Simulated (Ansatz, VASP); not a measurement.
## Bi2Te3 (Tellurobismuthite) in two plane-wave programs

One calculation is typed for both programs; each brings its own data sets and cutoff. How far apart do they land? The cell comes out of the VASP series on this material, whose earlier steps may have relaxed, scaled or displaced it; both programs get it as it stands.

Method: plane waves, with VASP 6.6.1 beside it; relaxation of cell and atoms at LDA, in Ansatz 0.2.0.

### Step 1. The starting structure

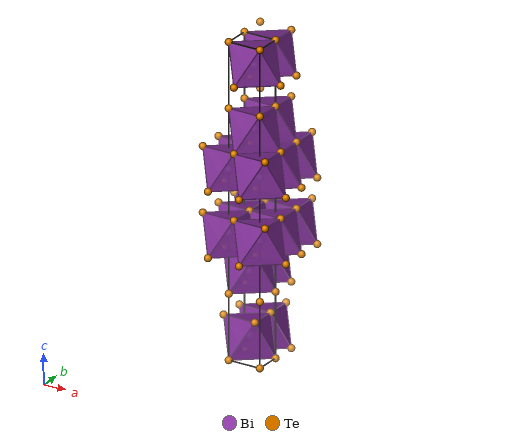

Start, viewed slightly off an axis; bismuth purple, tellurium orange. 1×2×1 cells are drawn. This picture shows the conventional cell, with its axes. Bonds to atoms that aren't drawn are left out. Some periodic images of atoms are drawn too.

As a file:

```xyz
5
Lattice="2.1777 1.2573 9.9558 -2.1777 1.2573 9.9558 0.0000 -2.5146 9.9558" Properties=species:S:1:pos:R:3 pbc="T T T"
Bi    0.0000    0.0000   17.9119
Bi    0.0000    0.0000   11.9554
Te    0.0000    0.0000   23.6321
Te    0.0000    0.0000    6.2352
Te    0.0000    0.0000    0.0000
```

### Step 2. VASP: relaxation of cell and atoms, LDA

The relaxed volume is the usual yardstick between codes: its relative difference is about their pressure difference at one cell divided by the bulk modulus.

Lines of VASP's logs that name or quote its potential files are left out, and so is its time.

The input, INCAR:

```
SYSTEM = Bi2Te3
PREC = Accurate
ENCUT = 450
EDIFF = 1E-06
NELM = 100
ISMEAR = 0
SIGMA = 0.03
LREAL = .FALSE.
ALGO = Normal
GGA = CA
NBANDS = 30
LORBIT = 11
LWAVE = .FALSE.
LCHARG = .FALSE.
KPAR = 4
IBRION = 2
NSW = 50
ISIF = 3
EDIFFG = -0.01
```

The input, POSCAR:

```
Bi2Te3
1.0
    2.1777190545      1.2573066823      9.9557862697
   -2.1777190545      1.2573066823      9.9557862697
    0.0000000000     -2.5146133648      9.9557862697
Bi Te
2 3
Direct
    0.5997157621      0.5997157621      0.5997157621
    0.4002842379      0.4002842379      0.4002842379
    0.7912353249      0.7912353249      0.7912353249
    0.2087646751      0.2087646751      0.2087646751
    0.0000000000      0.0000000000      0.0000000000
```

The input, KPOINTS:

```
Automatic mesh
0
Gamma
6 6 6
0 0 0
```

Potentials, in the order of the species: Bi_d and Te (LDA family, release 64).

Started as:

```sh
$ mpirun -np 4 vasp_std
```

Numbers of over 12 decimals in the logs are rounded to 6 here.

The program printed:

```text
[banner, memory and clock lines left out]
running    4 mpi-ranks, on    1 nodes
 distrk:  each k-point on    1 cores,    4 groups
 distr:  one band on    1 cores,    1 groups

 POSCAR found type information on POSCAR BiTe
 POSCAR found :  2 types and       5 ions
 LDA part: xc-table for (Slater(with rela. corr.)+CA(PZ))
 , standard interpolation
 POSCAR, INCAR and KPOINTS ok, starting setup
 FFT: planning ... GRIDC
 FFT: planning ... GRID_SOFT
 FFT: planning ... GRID
 WAVECAR not read
 entering main loop
       N       E                     dE             d eps       ncg     rms          rms(c)
DAV:   1     0.420387620460E+03    0.42039E+03   -0.20334E+04  1920   0.141E+03
DAV:   2     0.234529306613E+02   -0.39693E+03   -0.38420E+03  2068   0.375E+02
DAV:   3    -0.199948863768E+02   -0.43448E+02   -0.41570E+02  2512   0.138E+02
DAV:   4    -0.218007923731E+02   -0.18059E+01   -0.17958E+01  2240   0.300E+01
DAV:   5    -0.218804661268E+02   -0.79674E-01   -0.79647E-01  2698   0.634E+00    0.833E+00
DAV:   6    -0.216162459945E+02    0.26422E+00   -0.39178E-01  2368   0.460E+00    0.612E+00
DAV:   7    -0.216105607839E+02    0.56852E-02   -0.20638E-01  2374   0.211E+00    0.906E-01
DAV:   8    -0.216074292443E+02    0.31315E-02   -0.29015E-02  2124   0.107E+00    0.522E-01
DAV:   9    -0.216067057021E+02    0.72354E-03   -0.38556E-03  2218   0.392E-01    0.346E-01
DAV:  10    -0.216067259197E+02   -0.20218E-04   -0.88907E-04  2136   0.158E-01    0.848E-02
DAV:  11    -0.216067120883E+02    0.13831E-04   -0.93846E-05  2314   0.669E-02    0.372E-02
DAV:  12    -0.216067163606E+02   -0.42723E-05   -0.37242E-05  2266   0.253E-02    0.270E-02
DAV:  13    -0.216067151397E+02    0.12209E-05   -0.32554E-06  1852   0.969E-03    0.943E-03
DAV:  14    -0.216067149721E+02    0.16761E-06   -0.79821E-07  1134   0.570E-03
   1 F= -.21606715E+02 E0= -.21606715E+02  d E =-.216067E+02
 curvature:   0.00 expect dE= 0.000E+00 dE for cont linesearch  0.000E+00
 trial: gam= 0.00000 g(F)=  0.121E-04 g(S)=  0.414E-04 ort = 0.000E+00 (trialstep = 0.100E+01)
 search vector abs. value=  0.535E-04
 reached required accuracy - stopping structural energy minimisation
```

From OUTCAR (step 2):

```text
ion  position               nearest neighbor table
   1  0.600  0.600  0.600-   4 3.05   4 3.05   4 3.05   5 3.21   5 3.21   5 3.21
   2  0.400  0.400  0.400-   3 3.05   3 3.05   3 3.05   5 3.21   5 3.21   5 3.21
   3  0.791  0.791  0.791-   2 3.05   2 3.05   2 3.05   4 3.56   4 3.56   4 3.56
   4  0.209  0.209  0.209-   1 3.05   1 3.05   1 3.05   3 3.56   3 3.56   3 3.56
   5  0.000  0.000  0.000-   1 3.21   1 3.21   2 3.21   2 3.21   1 3.21   2 3.21

  LATTYP: Found a trigonal (rhomboedric) cell.
 ALAT       =    10.2684448979
 COS(alpha) =     0.9100451997

 Subroutine GETGRP returns: Found 12 space group operations
 (whereof 12 operations were pure point group operations)

The static configuration has the point symmetry D_3d.

 Found     32 irreducible k-points:

   k-points           NKPTS =     32   k-points in BZ     NKDIM =     32   number of bands    NBANDS=     30

   dimension x,y,z NGX =    72 NGY =   72 NGZ =   72
   dimension x,y,z NGXF=   144 NGYF=  144 NGZF=  144

   ENCUT  =  450.0 eV  33.07 Ry    5.75 a.u.  17.76 17.76 17.76*2*pi/ulx,y,z

   NELECT =      48.0000    total number of electrons

 k-points in reciprocal lattice and weights: Automatic mesh
   0.00000000  0.00000000  0.00000000       0.005
   0.16666667 -0.00000000 -0.00000000       0.028
   0.33333333 -0.00000000 -0.00000000       0.028
   0.50000000  0.00000000  0.00000000       0.014
   0.16666667  0.16666667 -0.00000000       0.028
   0.33333333  0.16666667 -0.00000000       0.056
   0.50000000  0.16666667 -0.00000000       0.056
  -0.33333333  0.16666667  0.00000000       0.056
  -0.16666667  0.16666667  0.00000000       0.028
[...]
-0.33333333  0.50000000  0.33333333       0.028
   0.50000000  0.50000000  0.50000000       0.005

 average (electrostatic) potential at core
       1-104.8628       2-104.8628       3 -88.7250       4 -88.7250       5 -88.5372

 E-fermi :   6.5660

 k-point     1 :       0.0000    0.0000    0.0000
  band No.  band energies     occupation
    ...
     20       4.6359      2.00000
     21       4.6359      2.00000
     22       5.5499      2.00000
     23       5.5499      2.00000
     24       6.4957      1.99908
     25       6.6363      0.00092
     26       6.9984      0.00000
     27       6.9984      0.00000
     28       8.3918      0.00000
     29       8.5857      0.00000
    ...

 k-point     2 :       0.1667   -0.0000   -0.0000
  band No.  band energies     occupation
    ...
     20       4.5947      2.00000
     21       4.9151      2.00000
     22       5.3001      2.00000
     23       5.4904      2.00000
     24       5.9473      2.00000
     25       7.5988      0.00000
     26       7.7949      0.00000
     27       7.9556      0.00000
     28       8.4397      0.00000
     29       8.4483      0.00000
    ...

 k-point     3 :       0.3333   -0.0000   -0.0000
  band No.  band energies     occupation
    ...
     20       3.7237      2.00000
     21       3.7870      2.00000
     22       5.0114      2.00000
     23       5.5016      2.00000
     24       5.8885      2.00000
     25       7.2692      0.00000
     26       7.6617      0.00000
     27       8.3379      0.00000
     28       9.1451      0.00000
     29       9.6271      0.00000
    ...

  Total        0.0334679      0.0334679      0.0452512      0.0000000     -0.0000000      0.0000000
  in kB        0.3278456      0.3278456      0.4432722      0.0000000     -0.0000000      0.0000000
  external PRESSURE =       0.3663211 kB  Pullay stress =       0.0000000 kB

  energy-cutoff  :      450.00
  volume of cell :      163.56
      direct lattice vectors                 reciprocal lattice vectors
     2.177719054  1.257306682  9.955786270     0.229598028  0.132558483  0.033481367
    -2.177719054  1.257306682  9.955786270    -0.229598028  0.132558483  0.033481367
     0.000000000 -2.514613365  9.955786270     0.000000000 -0.265116966  0.033481367

 POSITION                                       TOTAL-FORCE (eV/Angst)
 -----------------------------------------------------------------------------------
      0.00000     -0.00000     17.91193        -0.000000     -0.000000      0.008998
      0.00000     -0.00000     11.95543        -0.000000      0.000000     -0.008998
      0.00000     -0.00000     23.63211        -0.000000     -0.000000      0.006679
      0.00000     -0.00000      6.23525        -0.000000      0.000000     -0.006679
      0.00000      0.00000      0.00000         0.000000     -0.000000      0.000000
 -----------------------------------------------------------------------------------
    total drift:                               -0.000000     -0.000000      0.000000

  FREE ENERGIE OF THE ION-ELECTRON SYSTEM (eV)
  ---------------------------------------------------
  free  energy   TOTEN  =       -21.6067149721 eV

  energy  without entropy=      -21.6067143286  energy(sigma->0) =      -21.60671465

 reached required accuracy - stopping structural energy minimisation

 total charge
# of ion       s       p       d       tot
------------------------------------------
    1        1.598   1.171   9.947  12.716
    2        1.598   1.171   9.947  12.716
    3        1.415   1.916   0.030   3.361
    4        1.415   1.916   0.030   3.361
    5        1.395   1.981   0.027   3.402
--------------------------------------------------
tot          7.421   8.155  19.979  35.556

[... 3 further parts left out ...]
```

CONTCAR:

```
Bi2Te3
   1.00000000000000
     2.1777190544999998    1.2573066823000001    9.9557862697000008
    -2.1777190544999998    1.2573066823000001    9.9557862697000008
     0.0000000000000000   -2.5146133648000002    9.9557862697000008
  Bi              Te
     2     3
Direct
     0.5997157620999971    0.5997157620999971    0.5997157620999971
     0.4002842379000029    0.4002842379000029    0.4002842379000029
     0.7912353249000006    0.7912353249000006    0.7912353249000006
     0.2087646750999994    0.2087646750999994    0.2087646750999994
     0.0000000000000000    0.0000000000000000    0.0000000000000000
```

### Step 3. Ansatz: relaxation of cell and atoms, LDA

Ansatz runs on its default PAW (the set named soft_2) files.

The same cell, functional (in two slightly different forms), mesh and smearing now go to Ansatz, which takes its cutoff from its data sets.

The input, input.yaml:

```yaml
crystal:
  lattice:
    - [2.1777190545, 1.2573066823, 9.9557862697]
    - [-2.1777190545, 1.2573066823, 9.9557862697]
    - [0.0, -2.5146133648, 9.9557862697]
  atoms:
    - { symbol: Bi, position: [0.5997157621, 0.5997157621, 0.5997157621] }
    - { symbol: Bi, position: [0.4002842379, 0.4002842379, 0.4002842379] }
    - { symbol: Te, position: [0.7912353249, 0.7912353249, 0.7912353249] }
    - { symbol: Te, position: [0.2087646751, 0.2087646751, 0.2087646751] }
    - { symbol: Te, position: [0.0, 0.0, 0.0] }
hamiltonian:
  xc: lda
  pseudopotentials: { kind: paw }
kpoints:
  mp_grid: { grid: [6, 6, 6] }
scf:
  occupations: { method: gaussian, width: 0.03 }
relax:
  f_tol: 0.01
  max_steps: 60
  cell: { stress_tol: 0.05 }
output:
  forces: true
  stress: true
```

Started as:

```sh
$ ansatz run input.yaml --threads 4 --pin off --max-ram 9216MiB --backend cpu --events-out ev --progress --plain --runs-dir out
```

The program printed:

```text
basis.fft_grid_basis auto: the FFT boxes are laid along the combinations [[1, 0, -1], [0, 1, -1], [0, 0, 1]] of the cell's own vectors, 4.355, 4.355 and 10.268 Å long. The dense box has 30×30×72 points. Along the cell's own vectors, as sized, it would have 72×72×72, 5.76 times as many. Of the 12 symmetry operations that the crystal satisfies within crystal.symmetry.tolerance (time reversal apart; of a slab, those tha [...]
Engine: ansatz 0.2.0, aarch64-unknown-linux-gnu
Pseudopotentials: kind: paw
Pseudopotential: Bi, paw, valence charge 15, recommended cutoff 420 eV (normal), Bi.paw.azcp
Pseudopotential: Te, paw, valence charge 16, recommended cutoff 420 eV (normal), Te.paw.azcp
Functional definition: SPW92
  exchange = slater_x
  correlation = pw_c
Crystal: 5 atoms, lattice volume = 163.557 Å³
Basis set: ecut = 420 eV, 3225 PW (Γ), FFT grids on a1−a3, a2−a3, a3
Bands: 47, of which v1, the nominal top of the filled ones, is band 39 counted from 1 (38 counted from 0)
Symmetry: 12 space group operations
Space group: R-3m (ITA 166), of the structure as read, at distance tolerance 5.5e-5 Å
k-points: 32 of 216
Non-local potential: Bi, projectors of the file, l = 0: 2, l = 1: 2, l = 2: 2, l = 3: 2
Non-local potential: Te, projectors of the file, l = 0: 2, l = 1: 2, l = 2: 2, l = 3: 2
PAW form: soft (Blöchl's): semilocal exchange-correlation on the pseudo side does not see the compensation charge
PAW frozen core: Bi, regenerated for the run's functional, and the local potential with it (the file was generated under x = pbe(κ = 0.804, μ = 0.219515), c = pbe(β = 0.066725))
PAW frozen core: Te, regenerated for the run's functional, and the local potential with it (the file was generated under x = pbe(κ = 0.804, μ = 0.219515), c = pbe(β = 0.066725))
PAW one-centre angular grid: Bi, 590 points (default); XC on 64 Gauss nodes
PAW one-centre angular grid: Te, 590 points (default); XC on 64 Gauss nodes
Initial density: superposition of atomic densities (neutral atoms: chi_scale 0, normalization atom), corrected by the library's trained network
Initial wavefunctions: pseudopotential atomic-orbital guess
Functional: x = slater, c = lda
SCF iter   1: F=—  HF=-44654.400721 eV  |F-HF|=—  |Δ(HF+E_count)|=         —  Δρ=4.12e-3  dr2=1.50e-2  ethr=1.77e-3  ⟨swp⟩=9.1  Hψ=6745  notcnv=0  defer=1
preconditioner: auto → Resta (q_TF=auto, 2.412 Å⁻¹)  ε∞=4.2  [insulator: Δε(μ)=0.144 eV  Ē_g=8.556 eV  σ=0.030 eV  W_gap=1.00  n_scr=42 (ndim 8)  ℏωp=15.4 eV  f_vac=0.012  D(μ)=0.00/eV (n_scr^D=0)  ε∞_Penn≈4.2]
SCF iter   2: F=—  HF=-44654.394081 eV  |F-HF|=—  |Δ(HF+E_count)|=   6.64e-3  Δρ=2.18e-3  dr2=3.77e-3  ethr=1.93e-5  ⟨swp⟩=2.4  Hψ=2817  notcnv=0  defer=51
SCF iter   3: F=—  HF=-44654.393227 eV  |F-HF|=—  |Δ(HF+E_count)|=   8.54e-4  Δρ=4.33e-4  dr2=1.30e-3  ethr=4.83e-6  ⟨swp⟩=2.2  Hψ=2459  notcnv=0  defer=51
SCF iter   4: F=—  HF=-44654.393074 eV  |F-HF|=—  |Δ(HF+E_count)|=   1.53e-4  Δρ=1.78e-4  dr2=1.03e-4  ethr=1.67e-6  ⟨swp⟩=1.9  Hψ=1594  notcnv=0  defer=51
SCF iter   5: F=—  HF=-44654.393059 eV  |F-HF|=—  |Δ(HF+E_count)|=   1.52e-5  Δρ=4.76e-5  dr2=5.15e-6  ethr=1.33e-7  ⟨swp⟩=2.8  Hψ=2698  notcnv=0  defer=51
SCF iter   6: F=—  HF=-44654.393073 eV  |F-HF|=—  |Δ(HF+E_count)|=   1.40e-5  Δρ=1.19e-5  dr2=2.69e-7  ethr=6.60e-9  ⟨swp⟩=2.1  Hψ=2686  notcnv=0  defer=51
SCF iter   7: F=-44654.393073 eV  HF=-44654.393073 eV  |F-HF|=1.25e-8  |Δ(HF+E_count)|=   2.40e-8  Δρ=3.41e-6  dr2=2.84e-8  ethr=1.28e-10  ⟨swp⟩=5.0  Hψ=5200  notcnv=0
SCF 1 converged in 7 iterations: F = -44654.393073 eV  dr2 = 2.84e-8
  greatest PAW one-centre occupation: 0.999 electrons in one spin orbital (limit 2), on the Te atom at site 3 (counted from 0), in its partial waves of l = 2
relax step   1: F+E_penalty+E_count = -44654.39307288 eV  Δ(F+E_penalty+E_count) = +0.000e0 eV  max|allowed force component| = 2.750e-2 eV/Å  Δτ_max = 0.0000 Å  P = -0.120 GPa  Ω = 163.557 Å³  (7 SCF iters, dr2 threshold 1.00e-7 eV, accepted)
[...]
relax step   2: F+E_penalty+E_count = -44654.39319197 eV  Δ(F+E_penalty+E_count) = -1.191e-4 eV  max|allowed force component| = 2.330e-2 eV/Å  Δτ_max = 0.0056 Å  P = +0.135 GPa  Ω = 163.010 Å³  energy of the carried Pulay correction = +1.134e-4 eV  (6 SCF iters, dr2 threshold 4.73e-8 eV, accepted)
[...]
relax step   3: F+E_penalty+E_count = -44654.39331442 eV  Δ(F+E_penalty+E_count) = -1.224e-4 eV  max|allowed force component| = 1.077e-3 eV/Å  Δτ_max = 0.0011 Å  P = +0.002 GPa  Ω = 163.332 Å³  energy of the carried Pulay correction = +4.665e-5 eV  (6 SCF iters, dr2 threshold 6.93e-8 eV, accepted)
[...]
relax step   4: F+E_penalty+E_count = -44654.39326271 eV  Δ(F+E_penalty+E_count) = +5.171e-5 eV  max|allowed force component| = 1.078e-3 eV/Å  Δτ_max = 0.0000 Å  P = +0.002 GPa  Ω = 163.332 Å³  stress off target by 1.11e-2 GPa  SCF on the basis re-selected at this cell (its energy is not comparable with the rows above)  (8 SCF iters)
basis re-selected at this cell: Δ(F+E_penalty+E_count) = +5.171e-5 eV, ΔP = +0.000 GPa vs the last step (what re-selecting the basis moved, of the pressure what is left beyond the Pulay correction that the steps carried, after the strain that the cell walked since its last selection, with what the two solves' SCF thresholds leave and, on support functions, any second-order correction that the steps lacked; it is no m [...]
SCF converged after 8 iterations
Free energy (F): -44654.393263 eV
Harris-Foulkes:  -44654.393263 eV  (|F-HF|=7.28e-12)
Internal energy: -44654.393262 eV  (E = F + TS)
E sigma→0 (E₀):  -44654.393263 eV
Entropy (-TS):   -0.000000 eV (-0.000 meV/atom)
Fermi energy:    9.643311 eV
--- Per-component energies (eV) ---
  E_band       = -973.176682
  E_kinetic    = 1152.109193
  E_local      = -6733.817643  (includes V_loc(G=0)·N_el)
  E_nonlocal   = 215.549582
  E_hartree    = 3362.379250
  E_xc         = -674.909040
  E_vxc        = -606.661025  (∫ρ·V_xc dr)
  E_paw        = -34234.907739  (= ΣΔE_a)
  E_vpaw       = -1725.113669  (= ΣTr[D̂ρ^β])
  E_aug_tail   = -0.001626  (compensation charges beyond the density's cutoff)
  E_ewald      = -7742.821454
  E_core_change = 2.026214  (= ΣΔE_core)
  E_smearing   = -0.000000  (= −TS)
  E_closure    = -0.000000  (closes the sum)
  Σ components = -44654.393263   (vs F -44654.393263, Δ=0.00e0)
--- Forces (eV/Å), atoms counted from 1 ---
  atom   1  Bi    -0.00000000     0.00000000    -0.00055656
  atom   2  Bi     0.00000000    -0.00000000     0.00055656
  atom   3  Te    -0.00000000     0.00000000    -0.00107839
  atom   4  Te     0.00000000    -0.00000000     0.00107839
  atom   5  Te     0.00000000     0.00000000    -0.00000000
  max |Σ_I F_I| component: 4.34e-19 eV/Å
--- Stress (GPa, compression-positive) ---
       -0.002190       0.000000      -0.000000
        0.000000      -0.002190      -0.000000
       -0.000000      -0.000000       0.011135
  P = ⅓ Tr σ = 0.0023 GPa (0.023 kbar)
--- Relaxed structure (3 steps of the walk, 3 accepted, 1 SCFs on fresh bases) ---
  F+E_penalty+E_count = -44654.39326271 eV   max|allowed force component| = 1.078e-3 eV/Å   (the final SCF, on the basis selected at the relaxed cell)
  cell:  # Å, volume = 163.3317 Å³
    - [2.176365, 1.256525, 9.954425]
    - [-2.176365, 1.256525, 9.954425]
    - [0, -2.513050, 9.954425]
  atoms:
    - { symbol: Bi, position: [0.599773, 0.599773, 0.599773] }
    - { symbol: Bi, position: [0.400227, 0.400227, 0.400227] }
    - { symbol: Te, position: [0.791084, 0.791084, 0.791084] }
    - { symbol: Te, position: [0.208916, 0.208916, 0.208916] }
    - { symbol: Te, position: [0, 0, 0] }
```

The job ended after 15 s (4 threads of Arm Neoverse V2, shared host; peak memory 0.59 GiB).

### Step 4. Comparison

Known differences besides the PAW data sets themselves: the two LDA forms differ slightly; both relaxations stop at a tolerance, which leaves soft axes loose, and VASP keeps its plane-wave basis; the data sets hold 78 valence electrons in Ansatz (default PAW (the set named soft_2) files) and 48 in VASP; the cutoff is 420 eV in Ansatz and 450 eV in VASP; Ansatz makes its cores anew for this functional, VASP keeps those of its LDA data sets; Ansatz adds a Pulay correction to the stress that steers its cell, VASP none. Total energies have different zeros and are not compared.

Compared:

```csv
quantity,Ansatz,VASP,difference
volume (Å³),163.33,163.56,-0.14 %
"edge a after relaxation, in the typed setting (Å)",10.267,10.268,-0.02 %
```

The walks stopped with 0.00 GPa left in Ansatz and 0.04 GPa in VASP; each walk ends within a tolerance, so the volume difference is uncertain by about these residues over the bulk modulus, most in soft cells.

### Step 5. What came out

| Property | Result |
| --- | --- |
| difference in volume (relaxation of cell and atoms, LDA) | -0.14 % |

What this shows: The difference in volume is -0.14 % (relaxation of cell and atoms, LDA), within the 1.2 % picked in this series as the mark of a large difference, as far as the stopping tolerances let one tell. How closely two codes agree says nothing of how well the functional describes the real material.

[Lines on the potential files, build, host, timing and source positions are cut from VASP's logs without a mark.]

[Logs are printed without paths, hosts, clocks, repeated set-up lines and the standing remarks that a program may print on its own settings, such as how far it seeks lower states.]

[Hosts, paths, dates, database ids (printed as entryN), source tags and the programs' standing remarks are cut or masked in the printed files.]
